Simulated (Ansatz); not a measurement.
The starting structures come from a database of crystals and need not be the phases stable at ambient conditions.

 Where the default PAW files enter, the runs use the earlier of Ansatz's two default sets.

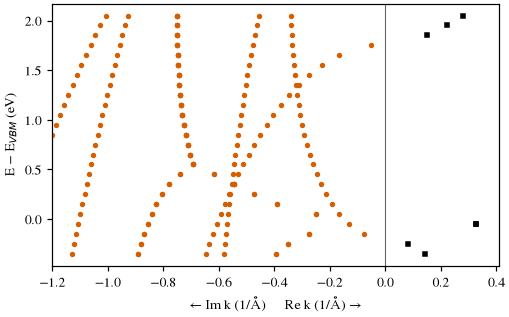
Figure. Complex bands at the centre of the two-dimensional zone; r2SCAN (Ansatz, a first-principles code)

No gap correction and no spin-orbit coupling; mid-gap values are interpolated between computed energies.

Question: This is YSF (P4/nmm, not sure to be the ambient phase, 6 atoms a cell, 16.2 Å³ an atom) along the normal of (001). Read off the slowest decay at the centre of the two-dimensional zone at 0.85 eV, the computed energy nearest the middle of the gap.

Answer: κ ≈ 0.29 1/Å, a decay length 1/(2κ) of the density of 1.7 Å.
